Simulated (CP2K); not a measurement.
# BLYP-D3(BJ)/DZVP-MOLOPT-SR-GTH (core potential) run of GaH2OF (SMILES [OH][GaH][F])

What is the vertical ionisation energy of GaH2OF at BLYP-D3(BJ)/DZVP-MOLOPT-SR-GTH (core potential)? 

The results are computed with CP2K 2026.2.

1 further run of the same task is left out (set aside as unsound or not needed).

### Step 1. Starting point

The species is GaH2OF (5 atoms), meant as a singlet with charge 0. As SMILES, `[OH][GaH][F]`. Geometry: relaxed at PBE0-D4/def2-TZVP. This is one conformer, not always the lowest.

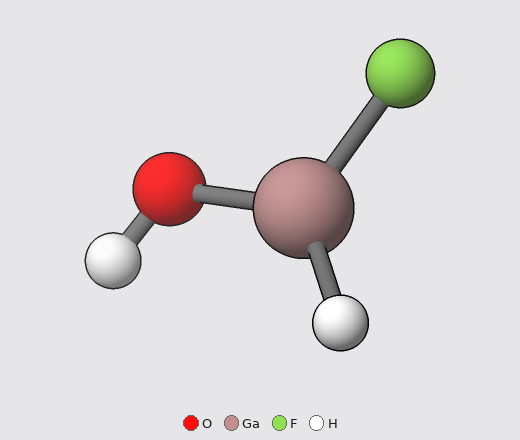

The structure, seen from a chosen angle (oxygen red, gallium pink, fluorine green, hydrogen white).

### Step 2. A single-point energy at BLYP-D3(BJ)/DZVP-MOLOPT-SR-GTH (core potential)

run.inp

```
&GLOBAL
    PROJECT_NAME run
    RUN_TYPE ENERGY
    PRINT_LEVEL MEDIUM
&END

&FORCE_EVAL
    METHOD QS
    &DFT
        BASIS_SET_FILE_NAME BASIS_MOLOPT
        POTENTIAL_FILE_NAME GTH_POTENTIALS
        ! Quickstep
        &QS
            METHOD GPW
            EPS_DEFAULT 1.0E-10
        &END
        &MGRID
            CUTOFF 400
            REL_CUTOFF 50
            NGRIDS 4
        &END
        ! isolated system
        &POISSON
            PERIODIC NONE
            POISSON_SOLVER MULTIPOLE
        &END
        &SCF
            SCF_GUESS ATOMIC
            EPS_SCF 1.0E-06
            MAX_SCF 100
            ADDED_MOS 10
            &DIAGONALIZATION
                ALGORITHM STANDARD
            &END
            &MIXING
                METHOD BROYDEN_MIXING
                ALPHA 0.3
                NBUFFER 8
            &END
        &END
        ! functional
        &XC
            &XC_FUNCTIONAL BLYP
            &END
            &VDW_POTENTIAL
                POTENTIAL_TYPE PAIR_POTENTIAL
                &PAIR_POTENTIAL
                    TYPE DFTD3(BJ)
                    PARAMETER_FILE_NAME dftd3.dat
                    REFERENCE_FUNCTIONAL BLYP
                    R_CUTOFF 15
                &END
            &END
        &END
        &PRINT
            &MOMENTS
                PERIODIC F
                REFERENCE COM
                MAX_MOMENT 1
            &END
            &MO ON
                ENERGIES T
                OCCUPATION_NUMBERS T
                NDIGITS 6
                &EACH
                    QS_SCF 0
                &END
                ADD_LAST NUMERIC
            &END
            &HIRSHFELD OFF
            &END
        &END
    &END
    ! structure
    &SUBSYS
        ! vacuum box
        &CELL
            ABC 9.8 10.2 8.8
            PERIODIC NONE
        &END
        &COORD
            O     -1.130400    -0.588700    -0.283800
            Ga     0.383700     0.280500     0.015600
            F      0.438300     1.777800    -0.881200
            H     -1.210600    -1.420700     0.187200
            H      1.569000    -0.122600     0.920900
        &END
        &TOPOLOGY
            &CENTER_COORDINATES
            &END
        &END
        &KIND O
            BASIS_SET DZVP-MOLOPT-SR-GTH-q6
            POTENTIAL GTH-BLYP-q6
        &END
        &KIND Ga
            BASIS_SET DZVP-MOLOPT-SR-GTH-q13
            POTENTIAL GTH-BLYP-q13
        &END
        &KIND F
            BASIS_SET DZVP-MOLOPT-SR-GTH-q7
            POTENTIAL GTH-BLYP-q7
        &END
        &KIND H
            BASIS_SET DZVP-MOLOPT-SR-GTH-q1
            POTENTIAL GTH-BLYP-q1
        &END
    &END
&END
```

Launch:

```console
$ OMP_NUM_THREADS=1 cp2k.psmp run.inp > run.out
```

Output:

```text
CP2K| version string:                                       CP2K version 2026.2
[...]
 GLOBAL| Method name                                                        CP2K
[...]
 GLOBAL| Run type                                                         ENERGY
[...]
 DFT| Spin restricted Kohn-Sham (RKS) calculation                            RKS
 DFT| Multiplicity                                                             1
[...]
 DFT| Charge                                                                   0
[...]
 FUNCTIONAL| BECKE88:
 FUNCTIONAL| LYP:
[...]
 QS| Method:                                                                 GPW
[...]
 QS| Density cutoff [a.u.]:                                                200.0
[...]
 QS| Relative density cutoff [a.u.]:                                        25.0
[...]
                             - Atoms:                                          5
[...]
                             - Spherical basis functions:                     61
[...]
 Number of electrons:                                                         28
[...]
     1 NoMix/Diag. 0.30E+00    0.9     1.06747205      -115.5416983554 -1.16E+02
[...]
    38 Broy./Diag. 0.30E+00    1.2     0.00000059      -115.8824734230  1.28E-06
  *** SCF run converged in    38 steps ***
[...]
  Overlap energy of the core charge distribution:               0.00000022328461
  Self energy of the core charge distribution:               -206.47461905739630
  Core Hamiltonian energy:                                     60.46216312652105
  Hartree energy:                                              49.18010413160739
  Exchange-correlation energy:                                -19.04603140985501
  Dispersion energy:                                           -0.00409043715255
  Total energy:                                              -115.88247342299077
[...]
                     Mulliken Population Analysis
 #  Atom  Element  Kind  Atomic population                           Net charge
       1     O        1          6.347946                             -0.347946
       2     Ga       2         12.492495                              0.507505
       3     F        3          7.376554                             -0.376554
       4     H        4          0.879182                              0.120818
       5     H        4          0.903824                              0.096176
 # Total charge                             28.000000                  0.000000
[...]
  Dipole moment [Debye]
    X=  0.9806044E+00 Y= -0.2500589E+01 Z=  0.2084381E+01  Total=      3.3998791
 ENERGY| Total FORCE_EVAL ( QS ) energy [hartree]           -115.882473422990770
[...]
```

It took 47 s on 1 thread of Intel Xeon at 2.60GHz (Ice Lake), shared host; peak memory 1.3 GiB.

### Step 3. The doublet cation, same level

run.inp

```
&global
  project run
  run_type ENERGY
  print_level MEDIUM
&end global
&force_eval
  method QUICKSTEP
  &dft
    basis_set_file_name BASIS_MOLOPT
    potential_file_name GTH_POTENTIALS
    charge 1
    multiplicity 2
    uks T
    ! Quickstep
    &qs
      method GPW
      eps_default 1.0E-10
    &end qs
    &mgrid
      cutoff 400
      rel_cutoff 50
      ngrids 4
    &end mgrid
    ! cluster boundary conditions
    &poisson
      periodic NONE
      poisson_solver MULTIPOLE
    &end poisson
    &scf
      scf_guess ATOMIC
      eps_scf 1.0E-05
      max_scf 40
      &ot ON
        minimizer DIIS
        preconditioner FULL_ALL
      &end ot
      &outer_scf
        eps_scf 1.0E-05
        max_scf 2
      &end outer_scf
    &end scf
    &xc
      &xc_functional BLYP
      &end xc_functional
      &vdw_potential
        potential_type PAIR_POTENTIAL
        &pair_potential
          type DFTD3(BJ)
          parameter_file_name dftd3.dat
          reference_functional BLYP
          r_cutoff 15
        &end pair_potential
      &end vdw_potential
    &end xc
    &print
      &moments
        periodic F
        reference COM
        max_moment 1
      &end moments
      &mo_cubes
        nlumo 2
        nhomo -1
        write_cube F
      &end mo_cubes
      &hirshfeld OFF
      &end hirshfeld
    &end print
  &end dft
  ! atoms, cell and kinds
  &subsys
    &cell
      abc [angstrom] 9.8 10.2 8.8
      periodic NONE
    &end cell
    &coord
      O     -1.130400    -0.588700    -0.283800
      Ga     0.383700     0.280500     0.015600
      F      0.438300     1.777800    -0.881200
      H     -1.210600    -1.420700     0.187200
      H      1.569000    -0.122600     0.920900
    &end coord
    &topology
      &center_coordinates
      &end center_coordinates
    &end topology
    &kind O
      basis_set DZVP-MOLOPT-SR-GTH-q6
      potential GTH-BLYP-q6
    &end kind
    &kind Ga
      basis_set DZVP-MOLOPT-SR-GTH-q13
      potential GTH-BLYP-q13
    &end kind
    &kind F
      basis_set DZVP-MOLOPT-SR-GTH-q7
      potential GTH-BLYP-q7
    &end kind
    &kind H
      basis_set DZVP-MOLOPT-SR-GTH-q1
      potential GTH-BLYP-q1
    &end kind
  &end subsys
&end force_eval
```

Launch:

```console
$ OMP_NUM_THREADS=1 cp2k.psmp -i run.inp -o run.out
```

Output:

```text
CP2K| version string:                                       CP2K version 2026.2
[...]
 GLOBAL| Method name                                                        CP2K
[...]
 GLOBAL| Run type                                                         ENERGY
[...]
 DFT| Spin unrestricted (spin-polarized) Kohn-Sham calculation               UKS
 DFT| Multiplicity                                                             2
[...]
 DFT| Charge                                                                   1
[...]
 FUNCTIONAL| BECKE88:
 FUNCTIONAL| LYP:
[...]
 QS| Method:                                                                 GPW
[...]
 QS| Density cutoff [a.u.]:                                                200.0
[...]
 QS| Relative density cutoff [a.u.]:                                        25.0
[...]
                             - Atoms:                                          5
[...]
                             - Spherical basis functions:                     61
[...]
 Number of electrons:                                                         14
[...]
     1 OT DIIS     0.15E+00    1.7     0.17590309      -111.2253169818 -1.11E+02
[...]
     9 OT DIIS     0.15E+00    1.8     0.00000384      -115.4665295342 -1.56E-07
  *** SCF run converged in     9 steps ***
[...]
  Overlap energy of the core charge distribution:               0.00000022328461
  Self energy of the core charge distribution:               -206.47461905739630
  Core Hamiltonian energy:                                     60.07372355661488
  Hartree energy:                                              49.62693824387906
  Exchange-correlation energy:                                -18.68848206337993
  Dispersion energy:                                           -0.00409043715255
  Total energy:                                              -115.46652953415020
[...]
                     Mulliken Population Analysis
 #  Atom  Element  Kind  Atomic population (alpha,beta) Net charge  Spin moment
       1     O        1         3.301028     2.786014    -0.087042     0.515015
       2     Ga       2         6.079880     6.052442     0.867678     0.027438
       3     F        3         3.704300     3.462547    -0.166847     0.241753
       4     H        4         0.394284     0.405400     0.200316    -0.011116
       5     H        4         0.520508     0.293598     0.185894     0.226910
 # Total charge and spin       14.000000    13.000000     1.000000     1.000000
[...]
  Dipole moment [Debye]
    X=  0.6115554E+00 Y= -0.3882283E+01 Z=  0.2602442E+01  Total=      4.7136849
[...]
 HOMO - LUMO gap [eV] :    0.433028
 ENERGY| Total FORCE_EVAL ( QS ) energy [hartree]           -115.466529534150197
[...]
```

Run time: 93 s. Hardware: 1 thread of Intel Xeon at 2.60GHz (Ice Lake), shared host; peak memory 0.95 GiB.

### Step 4. Outcome

At BLYP-D3(BJ)/DZVP-MOLOPT-SR-GTH (core potential):

```
                                          quantity          value
                      singlet GaH2OF: total energy  -115.88247 Eh
                     singlet GaH2OF: dipole moment         3.40 D
                       singlet GaH2OF: HOMO energy       -7.65 eV
                       singlet GaH2OF: LUMO energy       -1.82 eV
                     singlet GaH2OF: HOMO–LUMO gap        5.83 eV
                 singlet GaH2OF: dispersion energy  -10.74 kJ/mol
                      doublet cation: total energy  -115.46653 Eh
doublet cation: HOMO energy (highest over α and β)      -15.29 eV
 doublet cation: LUMO energy (lowest over α and β)      -14.86 eV
                 doublet cation: dispersion energy  -10.74 kJ/mol
                              doublet cation: ⟨S²⟩          0.758
vertical ionisation energy (to the doublet cation)      11.318 eV
```

What this shows: Removing an electron at fixed nuclei costs 11.32 eV (261 kcal/mol). The negative HOMO energy of the first species, 7.65 eV, lies 3.67 eV below that difference.
